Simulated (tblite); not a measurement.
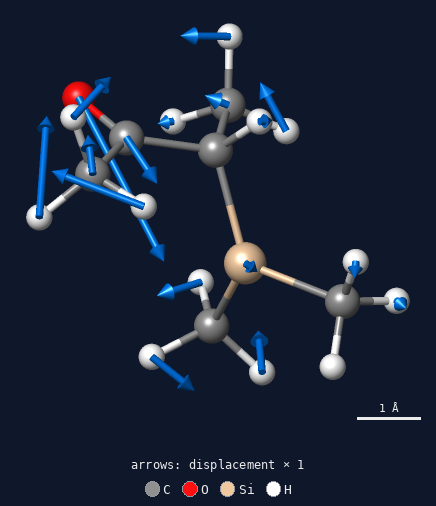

A relaxation of C6H13OSi (charge +1). The starting structure is drawn; blue arrows show the displacements, at their true length. The two geometries are superimposed by the best rigid fit.

A ball-and-stick model, seen from a free direction.

All numbers below come from tblite 0.8.0, GFN2-xTB geometry optimisation, gas phase. 

Atoms of which element are displaced furthest, and by how much?

Answer. Oxygen: up to 3.19 Å, against 1.89 Å for hydrogen.

Describe the change and its energy.

Answer. The atom that moves furthest after the best rigid fit is the O atom (3.19 Å). Largest moves by element: O 3.19 Å, H 1.89 Å, C 0.96 Å, Si 0.26 Å. Some distances before and after: O–Si 3.737 → 1.914 Å, C–Si 2.802 → 2.366 Å, C–Si 1.867 → 1.953 Å, C–O 1.205 → 1.254 Å. New bonds form: O–Si (3.74 → 1.91 Å). Among the angles between lasting bonds that change: C–C–Si 112.7° → 85.9°, C–C–Si 111.4° → 124.5°, O–C–C 120.4° → 108.9°. Groups turn about C–C by about 165°, C–C by about 135°, C–Si by about 50°. Over 254 geometry steps the energy falls by 1.479 eV. Cost: 2.3 s on 1 thread of Arm Neoverse V1, with other jobs on the host.
